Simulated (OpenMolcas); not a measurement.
# HF/3-21G run of AlSi2H5O (SMILES [SiH3][Al]1[O][SiH2]1)

We compute an optimisation with harmonic vibrations of AlSi2H5O. 

Program for the calculation: OpenMolcas 26.06.

## 1. The structure to begin with

The species is AlSi2H5O (9 atoms), meant as a singlet with charge 0. SMILES: `[SiH3][Al]1[O][SiH2]1`. Geometry: relaxed at PBE0-D4/def2-TZVP. The run starts from this shape.

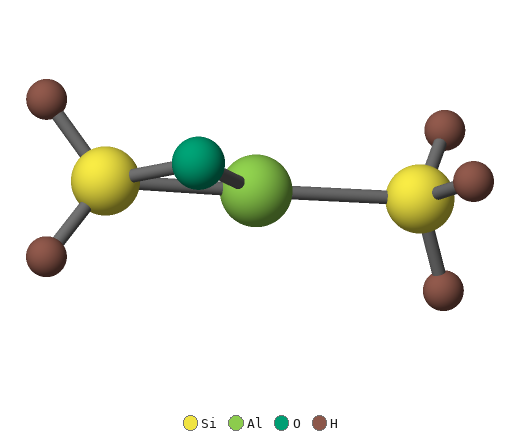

Viewed from a chosen angle; silicon yellow, aluminium green, oxygen teal, hydrogen brown.

## 2. An optimisation with harmonic vibrations at HF/3-21G

Input file mol.inp:

```
* AlH5OSi2 Hartree-Fock
>>> EXPORT MOLCAS_PRINT=2

&gateway
 baslib=$CurrDir
 coord
 9
 bohr
 Si    -1.23380219     3.24484873    -2.52221746
 Al    -0.23602679    -0.28138022     0.30764741
 O      2.63182157    -1.82415263     0.82070806
 Si     0.90442292    -3.54833874     2.87408446
 H     -3.33309894     2.50709965    -4.24224618
 H     -2.07888771     5.45450549    -1.00023204
 H      0.99494080     3.99261336    -4.06328911
 H      0.76212655    -6.28825265     2.24310491
 H      1.75555557    -3.34481524     5.54993666
 basis=3-21G
 group=NoSym
>>> EXPORT MOLCAS_MAXITER=50
>>> Do While

&seward

&scf
 prorbitals=0

&slapaf
>>> EndDo
>>> COPY $Project.Opt.xyz $CurrDir/final.xyz
>>> COPY $Project.slapaf.h5 $CurrDir/final.slapaf.h5

&mckinley

&mclr
 thermochemistry
 1
 1.0
 298.15
 End of PT
```

The basis set 3-21G is read from a file made from the Basis Set Exchange's data (not shown).

Run with:

```sh
$ export MOLCAS_MEM=1860
$ pymolcas mol.inp > mol.log
```

What it wrote:

```text
--- Start Module: gateway ---
[...]
--- Stop Module: gateway /rc=_RC_ALL_IS_WELL_ ---
[...]
      Basis functions           58
[...]
       Convergence after  11 Iterations
[...]
::    Total SCF energy                               -892.7385788757
[...]
 *              Molecular gradients               *
 **************************************************
  Irreducible representation: a
 ------------------------------------------------------------------------------------------
                              X                       Y                       Z
 ------------------------------------------------------------------------------------------
  SI1               3.15795006430841E-03   -1.17162468724530E-03    1.91367119422026E-05
  AL2              -1.64773099687032E-03   -1.44644380967298E-02    1.33932788364604E-02
  O3               -6.25622780104429E-03   -1.41673827942970E-02    1.44951103508486E-02
  SI4              -1.18398263257280E-03    3.15534738185406E-02   -2.77514161970807E-02
  H5                3.10377287571217E-04    1.37296057985736E-04    5.00784274213295E-04
  H6               -7.27685837453862E-06   -4.77654593514565E-04   -2.82529312172430E-04
  H7               -6.10064419433787E-04    9.88253618312340E-04   -6.54851153610192E-04
  H8                2.97212410294112E-03   -1.60579116463744E-03   -3.26435174667239E-04
[...]
 Geometry is converged in  12 iterations to a Minimum Structure
*****************************************************************************************************************
*****************************************************************************************************************
++ Geometry section
********************************************************************************
  Geometrical information of the final structure
********************************************************************************
  NOTE: on convergence the final predicted structure will be printed here.
  This is not identical to the structure printed in the head of the output.
 *********************************************************
[...]
       Convergence after   5 Iterations
[...]
::    Total SCF energy                               -892.7418492094
[...]
      Total spin, S                                     0.0000000000
[...]
      Total electronic charge=   54.000000
      Total            charge=   -0.000000
[...]
      Dipole Moment (debye):
      Origin of the operator (angstrom)=    0.1680   -0.2179    0.1388
                   X= -2.2044E+00               Y=  1.2532E+00               Z= -4.6640E-01           Total=  2.5782E+00
      Quadrupole Moment (debye*angstrom):
[...]
--- Start Module: mclr ---
[...]
     Frequency:       i14.59     i6.46      0.02      0.03      0.05      1.39
[...]
     Frequency:         1.70    107.67    108.13    286.35    439.66    475.95
[...]
--- Stop Module: mclr /rc=_RC_ALL_IS_WELL_ ---
[...]
--- Start Module: mclr ---
[...]
        Frequency:         2273.48 cm-1
      ---------------------------------
[...]
        Frequency:         2277.59 cm-1
      ---------------------------------
[...]
        Frequency:         2289.23 cm-1
      ---------------------------------
[...]
        Frequency:         2292.32 cm-1
      ---------------------------------
[...]
--- Stop Module: mclr /rc=_RC_ALL_IS_WELL_ ---
[...]
```

It took 35 s on 1 thread of Arm Neoverse V2, shared host; peak memory 0.4 GiB.

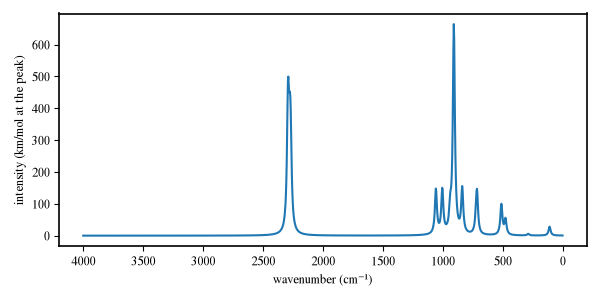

Harmonic infrared spectrum, unscaled, lines broadened by 10 cm⁻¹.

## 3. Summary of results

Level: HF/3-21G.

| quantity | value |
| --- | --- |
| total energy | -892.74185 Eh |
| dipole moment | 2.58 D |
| HOMO energy | -8.16 eV |
| LUMO energy | 1.11 eV |
| HOMO–LUMO gap | 9.27 eV |
| lowest harmonic wavenumber | 15i cm⁻¹ (imaginary) |
| highest harmonic wavenumber | 2292 cm⁻¹ |

**Reading.** At the final geometry: Bond lengths: Si1–Al2 2.455 Å, Al2–O3 1.734 Å, Al2–Si4 2.359 Å, O3–Si4 1.736 Å, Si1–H5 1.489 Å, Si1–H6 1.489 Å, Si1–H7 1.488 Å, Si4–H8 1.484 Å, Si4–H9 1.484 Å. Some angles: Si1–Al2–O3 137.3°, Si1–Al2–Si4 175.5°, O3–Al2–Si4 47.2°, Al2–O3–Si4 85.6°, Al2–Si4–O3 47.2°, Al2–Si1–H5 109.3°, Al2–Si1–H6 109.2°, Al2–Si1–H7 110.9°, Al2–Si4–H8 125.4°, Al2–Si4–H9 125.5°. 1 mode is imaginary (lowest 15i cm⁻¹); so small a value may be numerical noise or a very soft motion.
